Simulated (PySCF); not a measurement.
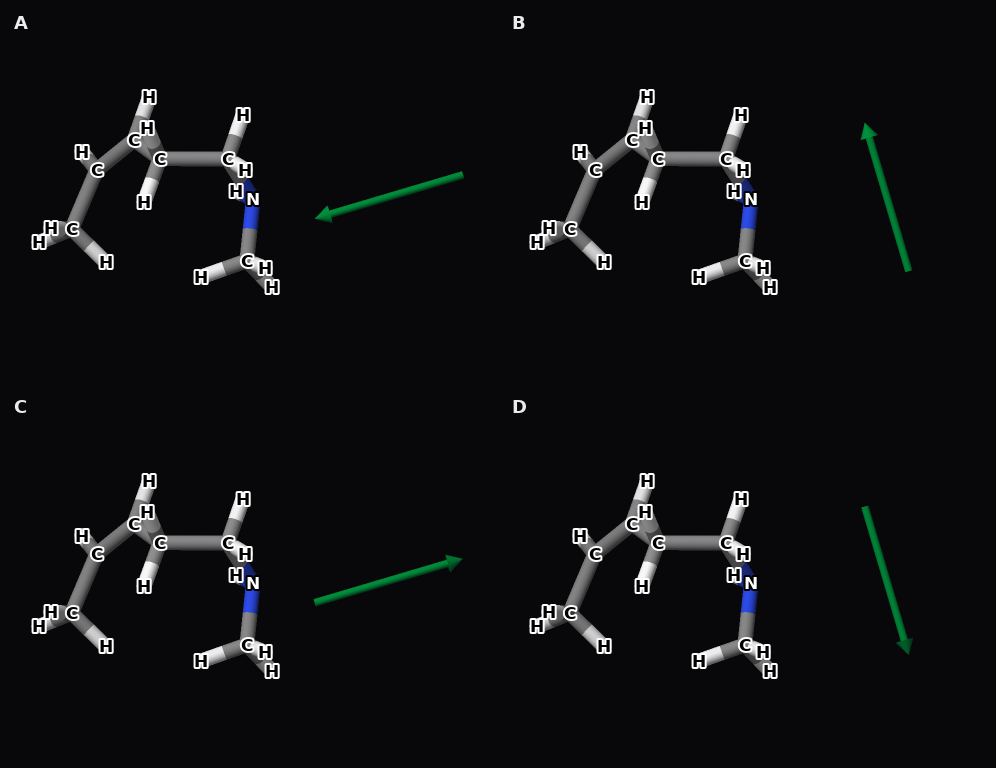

The same molecule four times, each with an arrow. The computed structure is the end point of a GFN2-xTB optimisation. No frequency run is at hand to confirm it as a minimum. Method: CAM-B3LYP/def2-SVPD, gas phase (PySCF 2.14.0).

**Which arrow points along the dipole moment, from the negative to the positive end?**

A. The dipole moment is 1.15 D.
